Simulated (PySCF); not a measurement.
```yaml
atoms:
  - { symbol: C, position_ang: [-1.8197, 0.0163, -2.1978] }
  - { symbol: C, position_ang: [-0.9844, 0.1564, -0.9964] }
  - { symbol: C, position_ang: [-0.2319, -0.3227, -0.0365] }
  - { symbol: O, position_ang: [0.3970, -1.2925, 0.5769] }
  - { symbol: Si, position_ang: [1.5650, -1.1401, 1.7505] }
  - { symbol: O, position_ang: [2.1769, 0.3527, 1.7919] }
  - { symbol: C, position_ang: [-0.3939, 1.1446, -0.0529] }
  - { symbol: F, position_ang: [0.7132, 1.9089, -0.4792] }
  - { symbol: H, position_ang: [-1.3696, 0.5615, -3.0273] }
  - { symbol: H, position_ang: [-2.8110, 0.4326, -2.0178] }
  - { symbol: H, position_ang: [-1.9141, -1.0327, -2.4680] }
  - { symbol: H, position_ang: [2.5126, -2.1489, 1.3062] }
  - { symbol: H, position_ang: [0.9357, -1.3266, 3.0472] }
  - { symbol: H, position_ang: [2.1513, 0.9551, 1.0487] }
  - { symbol: H, position_ang: [-0.9315, 1.7435, 0.6729] }
```

Geometry: GFN2-xTB.

All numbers below come from PBE0/pcSseg-1, SCF density, gas phase, non-relativistic (PySCF).

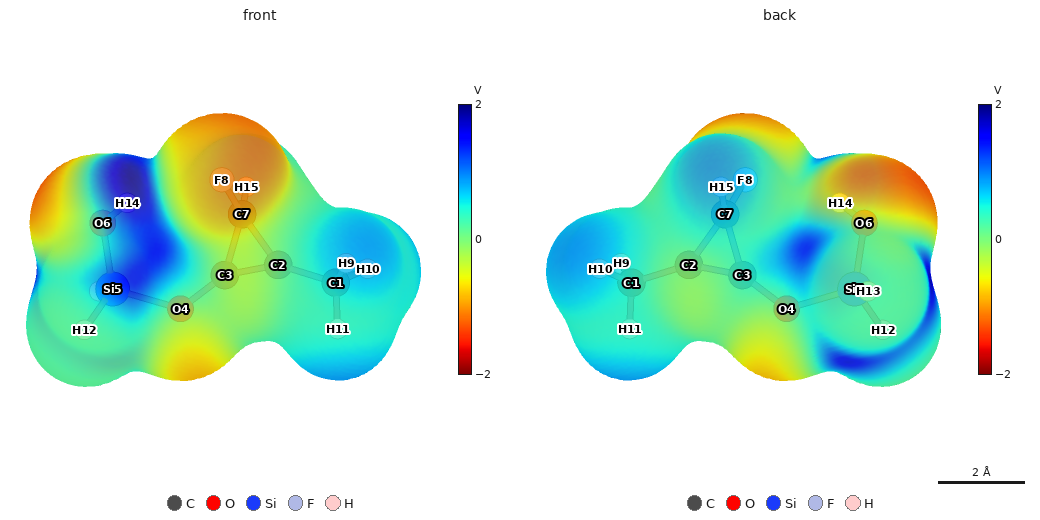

C₄H₇FO₂Si (SMILES CC1=C(O[SiH2]O)[C@H]1F). The electrostatic potential painted on the density surface at 0.002 e/bohr³, seen from the front and from behind; red is negative and blue positive.

> Which sites attract a positive test charge, and which a negative one?

A positive charge is drawn to the negative regions and a negative charge to the positive ones. The most negative region (about −1.3 V) lies over O6, the most positive (about +1.7 V) over Si5 and H14. O6 is the likeliest acceptor of a hydrogen bond.

> How polar is the molecule by this calculation?

Its dipole moment is 1.75 D.
